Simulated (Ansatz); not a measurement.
System: ClH3O3Sn···Cl (doublet).

```xyz
9

Sn   -0.0689   -0.1002   -0.1069
Cl   -0.2176   -0.3708    2.2781
O     1.8030    0.0256   -0.7493
H     2.2949   -0.7771   -0.4801
O    -0.8425    1.6035   -0.7608
H    -1.8149    1.5851   -0.6342
O    -1.0631   -1.6984   -0.7880
H    -1.3629   -2.1972    0.0015
Cl    0.1797    0.2811    5.4169
```

Core potentials replace the inner electrons of Sn.

Method: UKS PBE/def2-SVP in Ansatz 0.2.0.

**Predict the electron density, electron localisation function and spin density between the atoms.**

Cl2···Cl9 (3.23 Å): the density falls to about 0.08 e/Å³ on the way; the ELF dips to about 0.05 between them; a non-bonded, intermolecular contact.
Sn–O (2.00 Å): the density is about 0.71 e/Å³ at the midpoint; the ELF peaks at about 0.80 in the valence shell of O, 0.6 Å from its nucleus, and drops to about 0.15 between the two atoms.
Sn–Cl (2.40 Å): ρ at the midpoint is about 0.49 e/Å³; the ELF peaks at about 0.80 in the valence shell of Cl, 0.8 Å from its nucleus, and drops to about 0.15 between the two atoms.
O–H (0.98 Å): ρ at the midpoint is about 3.5 e/Å³; the ELF climbs to about 1 towards the hydrogen, as it does in any bond to H (an ordinary covalent bond to hydrogen).
The unpaired spin (1 electron) lies mostly on Cl9 (about 0.9), in electrons by Hirshfeld's partition.

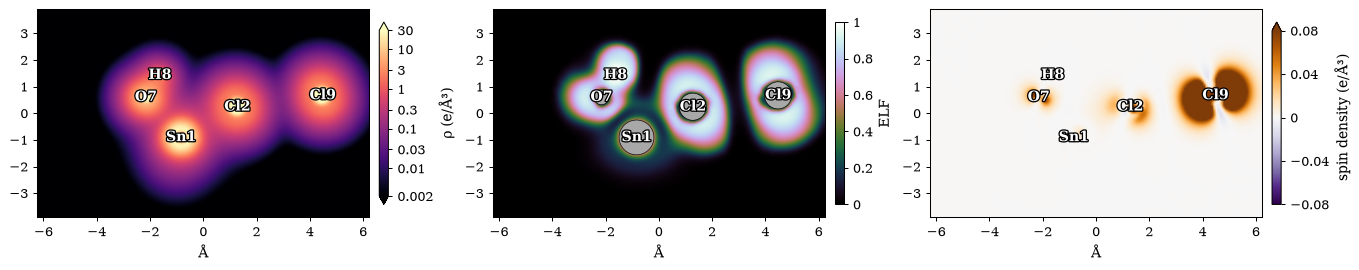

Computed electron density, electron localisation function and spin density on the plane of atoms Cl2, Sn1 and O7, in this order. Grey discs cover the atomic cores in the ELF map. 
